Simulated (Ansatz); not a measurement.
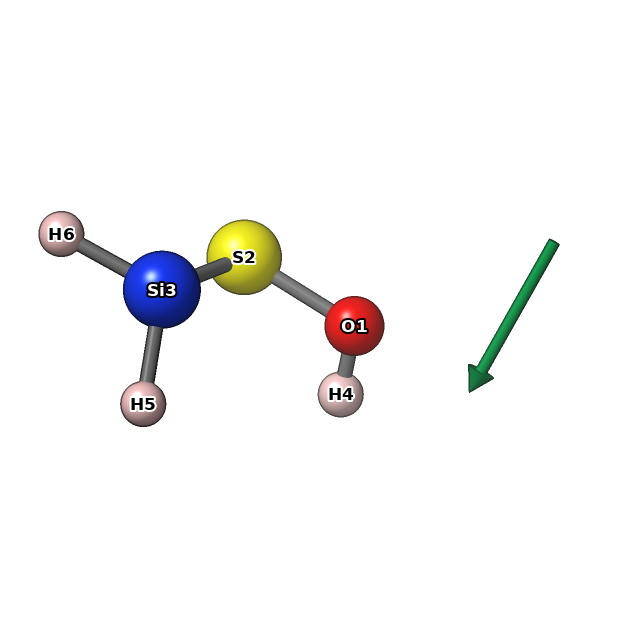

The arrow beside the molecule shows the direction of the dipole moment, from the negative to the positive end (its length means nothing). State: neutral, doublet. The geometry was computed by an optimisation with PBE-D4/def2-SVP. No frequency run is at hand to confirm it as a minimum. Level of theory: UKS PBE-D4/def2-SVP (Ansatz 0.2.0).

**How large is the dipole moment?**

1.60 D; it points from the side of O1, S2 to the side of H5 (the outermost atoms at the two ends).
